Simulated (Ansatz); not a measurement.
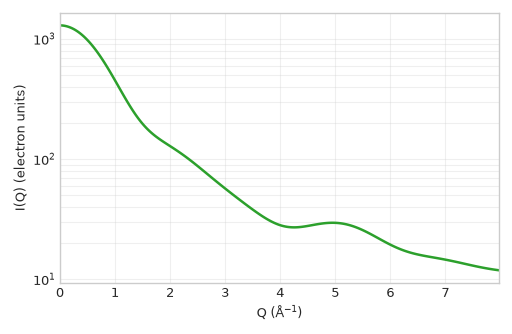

Elastic X-ray scattering of a randomly oriented, rigid molecule, calculated with the Debye equation from neutral-atom form factors (independent atoms, no Compton part, no vibration). The geometry is the end point of an optimisation (RHF/def2-SVP in Ansatz); it may be a saddle point or a higher isomer. It contains N, B, C, O, H.

Q: How many electrons does the independent-atom model of the molecule hold?

A: I(0) is the square of the electron number: I(0) = 1300, so about 36 electrons, the count of C2H4BNO.

Q: What radius of gyration does the initial fall-off give?

A: From I(Q) ≈ I(0) exp(−Q²R²/3) at small Q, R ≈ 1.85 Å. It is larger than the electron-weighted radius of the nuclear positions alone (1.68 Å), because each atom's electron cloud adds to it.
